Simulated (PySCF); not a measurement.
C$_{10}$H$_{7}$OP (SMILES O=Cc1ccpc2ccccc12)

| atom | x (Å) | y (Å) | z (Å) |
| --- | --- | --- | --- |
| O | -1.3731 | -2.8581 | 0.2887 |
| C | -1.9358 | -1.7962 | 0.1664 |
| C | -1.3613 | -0.4567 | 0.0271 |
| C | -2.2891 | 0.5662 | -0.1025 |
| C | -1.9971 | 1.9120 | -0.2470 |
| P | -0.4161 | 2.5823 | -0.2939 |
| C | 0.5605 | 1.1153 | -0.1143 |
| C | 1.9552 | 1.3230 | -0.1134 |
| C | 2.8326 | 0.2816 | 0.0167 |
| C | 2.3338 | -1.0177 | 0.1521 |
| C | 0.9839 | -1.2507 | 0.1552 |
| C | 0.0488 | -0.2029 | 0.0229 |
| H | -3.0461 | -1.7696 | 0.1501 |
| H | -3.3367 | 0.2871 | -0.0897 |
| H | -2.8244 | 2.6045 | -0.3384 |
| H | 2.3190 | 2.3362 | -0.2191 |
| H | 3.8984 | 0.4562 | 0.0153 |
| H | 3.0200 | -1.8454 | 0.2554 |
| H | 0.6178 | -2.2580 | 0.2610 |

Geometry: GFN2-xTB.

All numbers below come from PySCF 2.14.0, PBE0/pcSseg-1, SCF density, gas phase, non-relativistic.

> What will maps of the electron density and electron localisation function show?

C–O (1.21 Å): ρ is about 3.3 e/Å³ halfway; the ELF peaks at about 0.85 between the atoms (a short, multiple covalent bond).
C–C (1.37 Å): the density is about 2.2 e/Å³ at the midpoint; the ELF peaks at about 0.95 between the atoms: localised, covalent bonding.
C–P (1.72 Å): ρ at the midpoint is about 1.3 e/Å³; the ELF peaks at about 0.95 between the atoms, as expected for localised, covalent bonding.
C–H (1.08 Å): ρ is about 2.1 e/Å³ halfway; the ELF climbs to about 1 towards the hydrogen, as it does in any bond to H: an ordinary covalent bond to hydrogen.

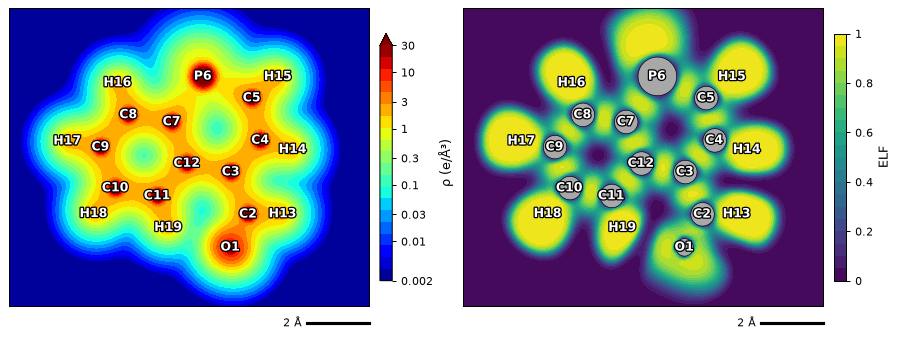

Computed electron density and electron localisation function on the molecular plane, in this order. Grey discs cover the atomic cores in the ELF map. 
